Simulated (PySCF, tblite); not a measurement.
# C₅H₈O₃SSi: geometry, infrared bands and NMR shifts

Wanted: the infrared bands and NMR shifts of C₅H₈O₃SSi (`C=C([SiH2]OC(C)=S)C(=O)O`), by calculation.

Programs: tblite 0.8.0 and PySCF 2.14.0, with density-fitted response routines of our own. Each step states its level of theory. These are calculated values for one molecule in the gas phase, unless marked as measured. Atoms are numbered from 0 throughout.

## 1. Starting geometry

18 atoms, charge 0, multiplicity 1; geometry from: force field or distance geometry start.

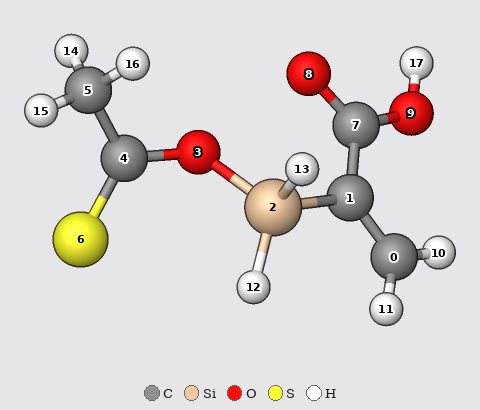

As it starts; carbon grey, silicon light orange, oxygen red, sulfur yellow, hydrogen white, atoms numbered; sticks join atoms by distance.

## 2. Relaxing the molecule with GFN2-xTB

Job settings and geometry (Å):

```
{"job": {"kind": "relax", "xc": "GFN2-xTB", "basis": "xTB"}, "charge": 0, "multiplicity": 1}
C     -2.621000    -1.482600     0.000900
C     -1.757700    -0.521400    -0.234400
Si    -0.027200    -0.997800    -0.767200
O      1.011800     0.196200    -0.072800
C      2.385300     0.033700     0.048100
C      3.292200     0.996700    -0.658300
S      2.945100    -1.205100     0.930200
C     -2.057800     0.898000    -0.062700
O     -1.108900     1.705800    -0.320700
O     -3.318800     1.343200     0.340000
H     -3.625800    -1.226000     0.315300
H     -2.329500    -2.515500    -0.135000
H      0.299100    -2.370300    -0.393700
H      0.031700    -0.800200    -2.244800
H      3.293900     1.926700    -0.071100
H      4.273300     0.520600    -0.758400
H      2.846500     1.180500    -1.639600
H     -3.540900     2.323800     0.447800
```

Started as:

```bash
OMP_NUM_THREADS=1 python probes_run.py task.json out
```

This one command runs all jobs of the session in turn.

**Question.** This job is followed by: GFN2-xTB harmonic vibrations, gas phase; GIAO PBE0/pcSseg-1 NMR shielding, non-relativistic, gas phase. Predict these results of the whole session: strongest single infrared mode (GFN2-xTB); zero-point energy (GFN2-xTB); ¹³C shifts against TMS (PBE0/pcSseg-1); ¹H shifts against TMS (PBE0/pcSseg-1, means over atoms taken as alike); ²⁹Si shifts against TMS (PBE0/pcSseg-1); ¹⁷O shifts against H2O (PBE0/pcSseg-1); ³³S shifts against CS2 (PBE0/pcSseg-1); surface potential, least and greatest.

**Answer**, as computed:

| quantity | value |
| --- | --- |
| strongest single infrared mode (GFN2-xTB) | 1284 cm⁻¹, 582 km/mol |
| zero-point energy (GFN2-xTB) | 75.3 kcal/mol |
| ¹³C shifts against TMS (PBE0/pcSseg-1) | 234.0, 173.3, 152.0, 145.7, 37.1 ppm |
| ¹H shifts against TMS (PBE0/pcSseg-1, means over atoms taken as alike) | 7.33, 6.84, 6.26, 5.27, 2.79 ppm |
| ²⁹Si shifts against TMS (PBE0/pcSseg-1) | -34.2 ppm |
| ¹⁷O shifts against H2O (PBE0/pcSseg-1) | 454.4, 269.8, 195.9 ppm |
| ³³S shifts against CS2 (PBE0/pcSseg-1) | 489 ppm |
| surface potential, least and greatest | -1.41 V and 2.25 V |

What this shows: Over 209 steps the energy fell by 1.073 eV; of the close pairs, Si2–O3 changed most, 1.728 to 1.654 Å. All 48 modes are real, so the xTB geometry is a minimum. The strongest single mode, at 1284 cm⁻¹, has its largest shares on C7, C1 and C4 (the list is cut at 3 atoms). GFN2-xTB is a fitted tight-binding method: band positions and strengths are rough. Its intensities can rank the bands wrongly. C4 (thiocarbonyl carbon) lies farthest downfield among carbon, at 234.0 ppm; the small n→π* gap of C=S deshields it strongly. At PBE0/pcSseg-1: The largest span, 916 ppm, is at S6, where the paramagnetic term is -1042 ppm. At PBE0/pcSseg-1, counted by nearest atom on the grid, the HOMO lies on S6 81 %, the LUMO on C0 30 %; C1 19 %.
